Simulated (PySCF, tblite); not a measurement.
# C₇H₈NO radical: geometry, infrared bands and EPR parameters

Wanted: the infrared bands and EPR parameters of C₇H₈NO radical (`[C]#CC(=O)NCC1CC1`), by calculation.

Computed with tblite 0.8.0 and PySCF 2.14.0, with density-fitted response routines of our own, on a single molecule in the gas phase. Atoms are numbered from 0 throughout.

### 1 Starting geometry

17 atoms, charge 0, multiplicity 2; geometry from: force field or distance geometry start.

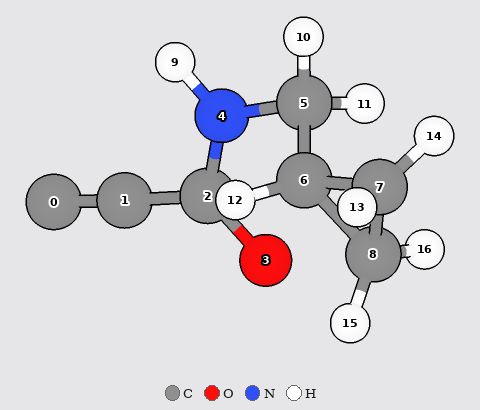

The starting geometry (carbon grey, oxygen red, nitrogen blue, hydrogen white), atoms numbered.

### 2 Geometry optimisation with GFN2-xTB

The job: settings as JSON, then the geometry in Å.

```
{"job": {"kind": "relax", "xc": "GFN2-xTB", "basis": "xTB"}, "charge": 0, "multiplicity": 2}
C      4.415800     1.090800     0.644100
C      3.278800     0.857400     0.260800
C      1.951500     0.545000    -0.187700
O      1.299300     1.330100    -0.955200
N      1.398200    -0.686200     0.274800
C      0.051500    -1.123700    -0.119400
C     -0.874100    -0.044000     0.391200
C     -2.343500    -0.185100     0.168400
C     -1.564200     0.856100    -0.586700
H      1.915500    -1.343200     0.901700
H     -0.204600    -2.098400     0.330000
H     -0.011200    -1.237200    -1.203400
H     -0.586000     0.402200     1.382800
H     -2.957900     0.119600     1.033900
H     -2.641600    -1.058300    -0.439000
H     -1.729100     1.898600    -0.241600
H     -1.405400     0.688600    -1.664500
```

Launch:

```bash
$ OMP_NUM_THREADS=1 python probes_run.py task.json out
```

This one command runs all jobs of the session in turn.

Output:

```text
step      E/eV     max force
  0    -702.83928    4.350
  1    -703.10592    4.470
  2    -703.24693    2.798
  3    -703.31182    2.084
  4    -703.37230    0.625
  5    -703.40459    0.644
  6    -703.42379    0.623
  7    -703.44583    0.294
  8    -703.45367    0.165
  9    -703.45684    0.134
 10    -703.45871    0.110
 11    -703.46086    0.119
 12    -703.46312    0.117
 13    -703.46553    0.147
 14    -703.46800    0.152
 15    -703.47064    0.137
 16    -703.47348    0.137
 17    -703.47640    0.122
 18    -703.47894    0.121
 19    -703.48089    0.119
 20    -703.48260    0.113
 21    -703.48462    0.102
 22    -703.48682    0.114
 23    -703.48841    0.082
 24    -703.48918    0.071
 25    -703.48967    0.062
 26    -703.49026    0.056
 27    -703.49107    0.080
 28    -703.49201    0.088
 29    -703.49290    0.073
 30    -703.49374    0.075
 31    -703.49464    0.082
 32    -703.49562    0.079
 33    -703.49654    0.082
 34    -703.49740    0.110
 35    -703.49834    0.100
 36    -703.49966    0.110
 37    -703.50112    0.111
 38    -703.50256    0.111
 39    -703.50388    0.090
 40    -703.50518    0.075
 41    -703.50655    0.097
 42    -703.50814    0.170
 43    -703.51004    0.193
 44    -703.51245    0.278
 45    -703.51511    0.141
 46    -703.51827    0.178
 47    -703.52149    0.226
 48    -703.52502    0.184
 49    -703.52981    0.311
 50    -703.53477    0.189
 51    -703.53772    0.534
 52    -703.54381    0.215
 53    -703.54731    0.176
 54    -703.55020    0.276
 55    -703.55340    0.159
 56    -703.55592    0.133
 57    -703.55781    0.086
 58    -703.55883    0.124
 59    -703.55971    0.118
 60    -703.56066    0.100
 61    -703.56153    0.086
 62    -703.56198    0.095
 63    -703.56254    0.063
 64    -703.56367    0.069
 65    -703.56456    0.079
 66    -703.56553    0.085
 67    -703.56611    0.064
 68    -703.56681    0.061
 69    -703.56755    0.082
 70    -703.56837    0.108
 71    -703.56955    0.130
 72    -703.57062    0.112
 73    -703.57160    0.084
 74    -703.57273    0.106
 75    -703.57406    0.075
 76    -703.57522    0.181
 77    -703.57662    0.206
 78    -703.57762    0.071
 79    -703.57836    0.063
 80    -703.57902    0.046
 81    -703.57939    0.091
 82    -703.57980    0.068
 83    -703.58020    0.085
 84    -703.58088    0.089
 85    -703.58140    0.065
 86    -703.58208    0.058
 87    -703.58256    0.053
 88    -703.58297    0.103
 89    -703.58331    0.085
 90    -703.58386    0.067
 91    -703.58421    0.074
 92    -703.58455    0.060
 93    -703.58481    0.070
 94    -703.58517    0.054
 95    -703.58539    0.096
 96    -703.58554    0.033
 97    -703.58565    0.026
 98    -703.58576    0.028
 99    -703.58584    0.025
100    -703.58590    0.029
101    -703.58594    0.026
102    -703.58598    0.031
103    -703.58602    0.027
104    -703.58606    0.022
105    -703.58609    0.018
106    -703.58613    0.017
107    -703.58617    0.025
108    -703.58623    0.032
109    -703.58629    0.031
110    -703.58635    0.021
111    -703.58640    0.016
112    -703.58646    0.014
113    -703.58650    0.015
114    -703.58654    0.014
115    -703.58657    0.013
116    -703.58662    0.016
117    -703.58668    0.015
118    -703.58675    0.016
119    -703.58680    0.016
120    -703.58683    0.019
121    -703.58685    0.016
122    -703.58688    0.009
```

It took 0.94 s on 1 thread of AMD EPYC 7B13, shared host.

The steps of the relaxation: (not every step is listed)

| step | energy from step 0 (eV) | largest force (eV/Å) |
| --- | --- | --- |
| 0 | 0.0000 | 4.3499 |
| 1 | -0.2666 | 4.4698 |
| 2 | -0.4076 | 2.7975 |
| 3 | -0.4725 | 2.0840 |
| 4 | -0.5330 | 0.6255 |
| 5 | -0.5653 | 0.6444 |
| 6 | -0.5845 | 0.6228 |
| 7 | -0.6065 | 0.2942 |
| 8 | -0.6144 | 0.1651 |
| 18 | -0.6397 | 0.1212 |
| 28 | -0.6527 | 0.0880 |
| 38 | -0.6633 | 0.1108 |
| 48 | -0.6857 | 0.1843 |
| 58 | -0.7195 | 0.1240 |
| 68 | -0.7275 | 0.0606 |
| 78 | -0.7383 | 0.0707 |
| 88 | -0.7437 | 0.1031 |
| 98 | -0.7465 | 0.0279 |
| 108 | -0.7469 | 0.0323 |
| 117 | -0.7474 | 0.0145 |
| 118 | -0.7475 | 0.0157 |
| 119 | -0.7475 | 0.0160 |
| 120 | -0.7475 | 0.0185 |
| 121 | -0.7476 | 0.0159 |
| 122 | -0.7476 | 0.0092 |

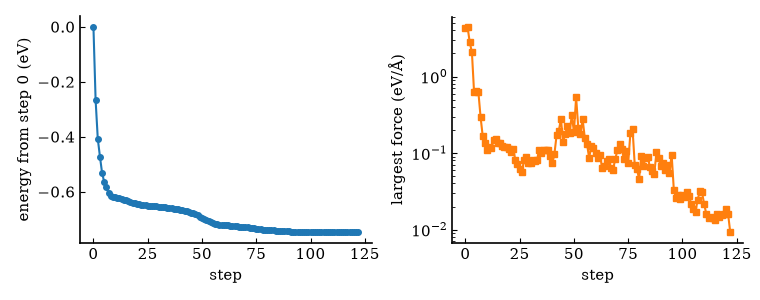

Energy and largest force along the relaxation.

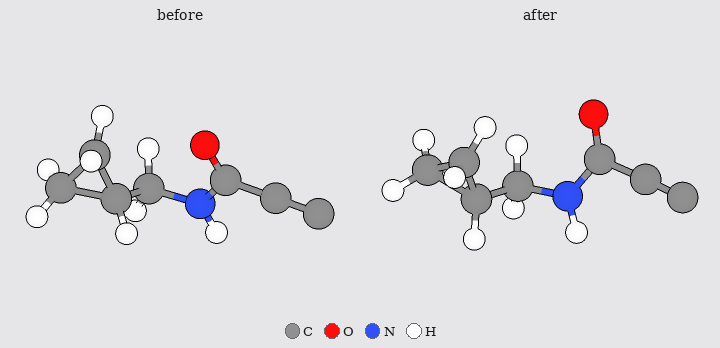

Before and after, at one scale.

Close pairs (by a distance rule), those that changed most:

| bond | before (Å) | after (Å) | change (Å) |
| --- | --- | --- | --- |
| C2–N4 | 1.427 | 1.341 | -0.086 |
| C2–O3 | 1.277 | 1.209 | -0.068 |
| C6–H12 | 1.125 | 1.084 | -0.041 |
| N4–H9 | 1.045 | 1.009 | -0.036 |
| C8–H15 | 1.110 | 1.079 | -0.031 |
| C1–C2 | 1.435 | 1.463 | +0.028 |
| C7–H14 | 1.105 | 1.079 | -0.026 |
| C7–H13 | 1.104 | 1.079 | -0.025 |

The final coordinates are the input of the step that follows.

### 3 Harmonic vibrations with GFN2-xTB

The job: settings as JSON, then the geometry in Å.

```
{"job": {"kind": "ir", "xc": "GFN2-xTB", "basis": "xTB"}, "charge": 0, "multiplicity": 2}
C      4.277772     1.267034     0.460725
C      3.312132     0.769014    -0.045575
C      2.112431     0.153104    -0.612827
O      1.887691     0.180247    -1.800324
N      1.357989    -0.427981     0.331697
C      0.069631    -1.029703     0.040627
C     -1.065172    -0.204931     0.601225
C     -2.394664    -0.208883    -0.093522
C     -1.527191     1.009469    -0.148724
H      1.635610    -0.342777     1.297700
H      0.053540    -2.040883     0.462499
H     -0.011361    -1.095572    -1.046477
H     -1.073099    -0.152247     1.683914
H     -3.285844    -0.183287     0.514416
H     -2.497063    -0.802634    -0.988691
H     -1.822299     1.880832     0.415276
H     -1.037103     1.241230    -1.081849
```

Output:

```text
mode    cm-1     km/mol
  1      33.7      4.33
  2      42.5      0.08
  3      72.7      0.60
  4     135.8      1.71
  5     197.7      5.43
  6     235.4      4.54
  7     276.5      5.52
  8     346.2      0.79
  9     393.8      2.39
 10     481.0     21.72
 11     524.7    118.24
 12     546.5      0.70
 13     627.8      6.35
 14     796.5      0.18
 15     829.5      3.13
 16     863.2      6.60
 17     880.0      4.67
 18     939.6      5.49
 19     998.2      2.12
 20    1033.9     27.27
 21    1067.6      4.81
 22    1075.3      7.91
 23    1079.6      3.80
 24    1100.5      0.12
 25    1144.1     10.20
 26    1153.3      0.29
 27    1188.7     60.33
 28    1215.8     54.23
 29    1253.3      2.40
 30    1309.1      6.66
 31    1387.3      2.47
 32    1406.8    185.50
 33    1436.5      2.76
 34    1445.8      4.53
 35    1490.4      1.06
 36    1728.3    383.09
 37    2240.9      9.43
 38    2930.1     40.03
 39    2992.4      3.64
 40    3040.7     30.58
 41    3094.9     18.11
 42    3095.9     22.76
 43    3099.1      3.99
 44    3116.9     50.76
 45    3450.4     12.01
```

It took 0.62 s on 1 thread of AMD EPYC 7B13, shared host.

Which atoms move in the most intense modes:

| cm⁻¹ | km/mol | atoms |
| --- | --- | --- |
| 525 | 118.2 | H9 64 %, N4 18 % |
| 1189 | 60.3 | H9 44 %, C2 17 % |
| 1216 | 54.2 | H11 40 %, H10 22 %, C6 13 % |
| 1407 | 185.5 | N4 39 %, H9 26 %, C2 16 % |
| 1728 | 383.1 | C2 63 %, O3 33 % |
| 2930 | 40.0 | H10 93 % |
| 3041 | 30.6 | H12 90 % |
| 3117 | 50.8 | H16 28 %, H15 21 %, H14 21 %, H13 19 % |

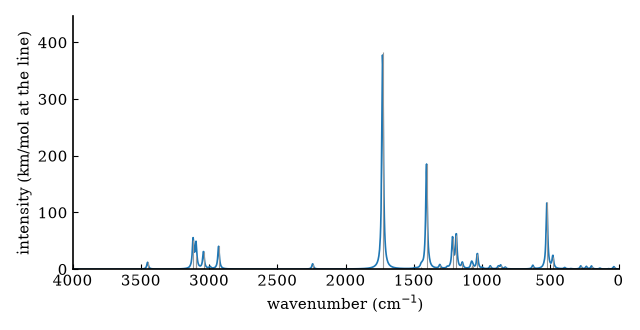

The infrared spectrum from these modes, unscaled. Lines are broadened to a width of 14 cm⁻¹ (Lorentzian).

### 4 EPR parameters: B3LYP/pcH-1

Same as in step 3 but for these lines:

```diff
@@ -1,2 +1,2 @@
-{"job": {"kind": "ir", "xc": "GFN2-xTB", "basis": "xTB"}, "charge": 0, "multiplicity": 2}
+{"job": {"kind": "epr", "basis": "pcH-1"}, "charge": 0, "multiplicity": 2}
 C      4.277772     1.267034     0.460725
```

Method: UKS B3LYP, pcH-1 on C H N O, non-relativistic, mean-field spin-orbit, GIAO.

Output:

```text
UKS, coarse grid
  cycle   1  E = -401.01187946  |g| = 7.86e-01
  cycle   2  E = -398.42615685  |g| = 2.22e+00
  cycle   3  E = -401.18656034  |g| = 4.70e-01
  cycle   4  E = -401.17060951  |g| = 5.31e-01
  cycle   5  E = -401.31184595  |g| = 2.56e-01
  cycle   6  E = -401.33281204  |g| = 1.79e-01
  cycle   7  E = -401.35281315  |g| = 5.79e-02
  cycle   8  E = -401.35469620  |g| = 2.50e-02
  cycle   9  E = -401.35502355  |g| = 9.20e-03
  cycle  10  E = -401.35515336  |g| = 3.75e-03
  cycle  11  E = -401.35520272  |g| = 3.46e-03
  cycle  12  E = -401.35524080  |g| = 2.02e-03
  cycle  13  E = -401.35525778  |g| = 1.82e-03
  cycle  14  E = -401.35527738  |g| = 1.26e-03
  cycle  15  E = -401.35528959  |g| = 1.41e-03
  cycle  16  E = -401.35530009  |g| = 6.57e-04
  cycle  17  E = -401.35530142  |g| = 3.40e-04
UKS, final grid
  cycle   1  E = -401.35530307  |g| = 5.30e-04
  cycle   2  E = -401.35530262  |g| = 1.28e-03
  cycle   3  E = -401.35530327  |g| = 1.15e-04
  cycle   4  E = -401.35530329  |g| = 1.13e-04
  cycle   5  E = -401.35530333  |g| = 8.81e-05
  cycle   6  E = -401.35530336  |g| = 6.91e-05
  cycle   7  E = -401.35530338  |g| = 4.78e-05
  cycle   8  E = -401.35530340  |g| = 3.40e-05
  cycle   9  E = -401.35530341  |g| = 1.51e-05
E = -401.35530341 Eh   <S^2> = 0.7642 (exact 0.7500)
g shifts (ppm)      1          2          3
  rmc          -183       -183       -183
  gc              7         17         12
  oz_so        -183        985       3501
  total        -359        818       3331
hyperfine (MHz)  atom isotope    a_iso     a_fc   dipolar eigenvalues
    0   13C     840.80     840.80    -57.53    -50.56    108.09
    1   13C      84.41      84.41    -29.72    -24.09     53.81
    2   13C      10.22      10.22     -2.66     -2.22      4.88
    3   17O      -5.36      -5.36    -30.23     14.47     15.77
    4   14N      -1.03      -1.03     -1.41      0.23      1.18
    5   13C      -0.56      -0.56     -0.20      0.06      0.15
    6   13C      -0.81      -0.81     -0.15     -0.03      0.18
    7   13C      -0.01      -0.01     -0.06     -0.05      0.11
    8   13C       0.04       0.04     -0.11     -0.06      0.18
    9    1H       0.39       0.39     -1.81     -1.79      3.59
   10    1H      -1.00      -1.00     -0.48     -0.28      0.77
   11    1H      -0.11      -0.11     -0.95     -0.63      1.58
   12    1H       0.20       0.20     -0.36     -0.32      0.68
   13    1H      -0.05      -0.05     -0.17     -0.15      0.31
   14    1H      -0.01      -0.01     -0.22     -0.20      0.42
   15    1H       0.10       0.10     -0.32     -0.26      0.58
   16    1H      -0.03      -0.03     -0.54     -0.36      0.90
```

It took 89 s on 1 thread of AMD EPYC 7B13, shared host; peak memory 1.1 GiB.

Principal g values 2.00196, 2.00314, 2.00565; g(iso) = 2.00358, against 2.00232 for a free electron.

Hyperfine couplings; where a row names several nuclei, a(iso) is their mean (it holds for fast rotation or exchange) and the dipolar term the largest among them:

| nuclei | isotope | a(iso) (MHz) | a(iso) (G, at g = 2.0023) | largest dipolar term (MHz) |
| --- | --- | --- | --- | --- |
| C0 | 13C | 840.8 | 300.0 | 108.1 |
| C1 | 13C | 84.4 | 30.1 | 53.8 |
| C2 | 13C | 10.2 | 3.6 | 4.9 |
| O3 | 17O | -5.4 | -1.9 | -30.2 |
| N4 | 14N | -1.0 | -0.4 | -1.4 |
| C6 | 13C | -0.8 | -0.3 | 0.2 |
| C5 | 13C | -0.6 | -0.2 | -0.2 |
| H10, H11 | 1H | -0.6 | -0.2 | 1.6 |
| H9 | 1H | 0.4 | 0.1 | 3.6 |
| H12 | 1H | 0.2 | 0.1 | 0.7 |
| H13, H15 | 1H | 0.0 | 0.0 | 0.6 |
| H14, H16 | 1H | 0.0 | 0.0 | 0.9 |
| C7, C8 | 13C | 0.0 | 0.0 | 0.2 |

Mulliken spin populations:

C0 1.02; C1 -0.12; C2 0.02; O3 0.09; N4 0.00; C5 0.00; C6 0.00; C7 0.00; C8 0.00; H9 0.00; H10 0.00; H11 0.00; H12 0.00; H13 0.00; H14 0.00; H15 0.00; H16 0.00

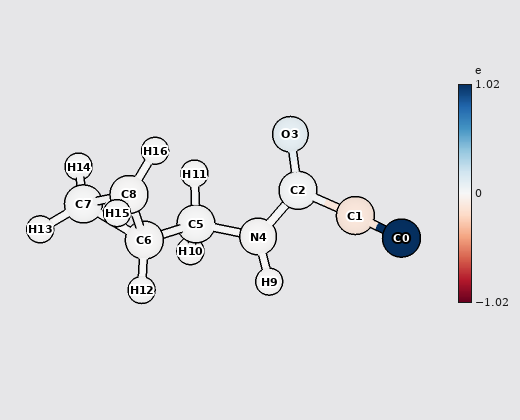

Mulliken spin populations, as colours on the atoms.

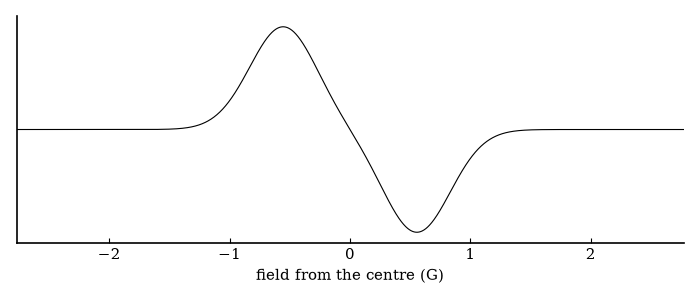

First-order isotropic spectrum (first derivative, main isotopes with spin only, couplings over 0.8 MHz, Gaussian width 0.3 G; couplings of the frozen geometry, rotation of groups not averaged beyond the rows shown).

Orbitals, density, ELF and potential are computed afterwards from the orbital file.

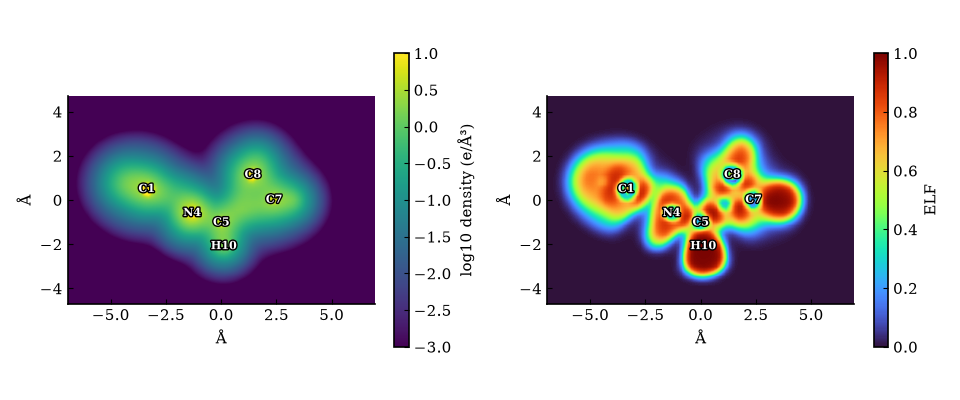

Density (left) and ELF (right) in a plane through or near 6 of the atoms.

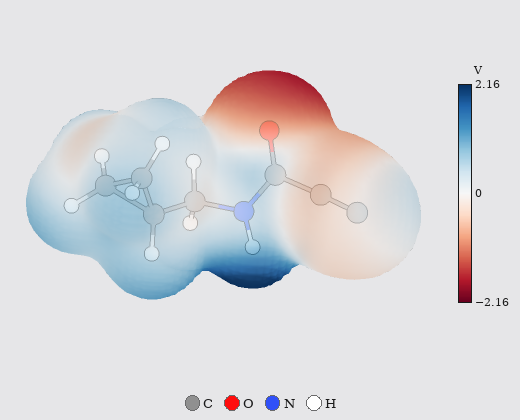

Electrostatic potential on the surface of density 0.002 e/bohr³; red is low, blue high. It runs from -1.66 V near O3 to 2.16 V near H9.

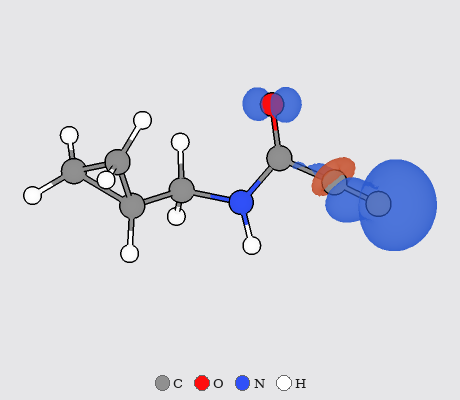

Spin density at ±0.05 e/Å³ (alpha excess blue, beta excess red).

### 5 Results

| quantity | value |
| --- | --- |
| strongest single infrared mode (GFN2-xTB) | 1728 cm⁻¹, 383 km/mol |
| zero-point energy (GFN2-xTB) | 82.6 kcal/mol |
| g(iso) (B3LYP) | 2.00358 |
| ⟨S²⟩ | 0.764 (exact 0.75) |
| largest a(iso) (averaged by class) | 13C on C0, 840.8 MHz |
| surface potential, least and greatest | -1.66 V and 2.16 V |

What this shows: Over 122 steps the energy fell by 0.748 eV; of the close pairs, C2–N4 changed most, 1.427 to 1.341 Å. No mode is imaginary among the 45: a minimum at this level. The strongest single mode, at 1728 cm⁻¹, moves mainly C2 and O3. Unscaled tight-binding wavenumbers are off by several per cent, some by more. Its intensities can rank the bands wrongly. Most of the unpaired spin sits on C0 (1.02 e). The isotropic g lies 1.3 ppt above the free-electron value.
